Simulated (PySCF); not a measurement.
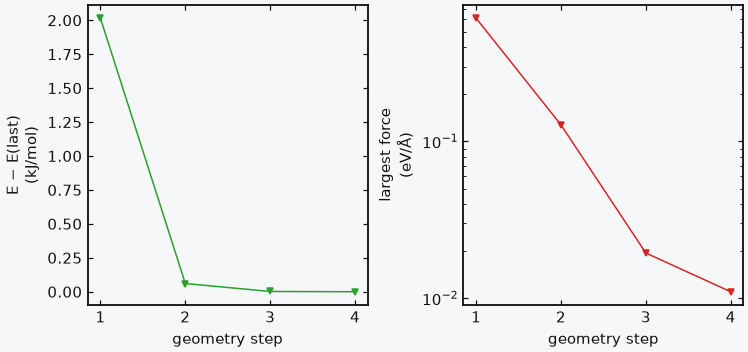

History of a geometry optimisation.

- system: CH2PH (SMILES C=P)
- method: PBE0-D3(BJ)/def2-SVP, geometry optimisation (PySCF)

**How did the optimisation end?**

The optimisation met its thresholds at geometry 4, counting the start as the first. The energy fell by about 2 kJ/mol from the first step to the last. The largest force goes from about 0.61 eV/Å at the start to 0.011 eV/Å at the end.
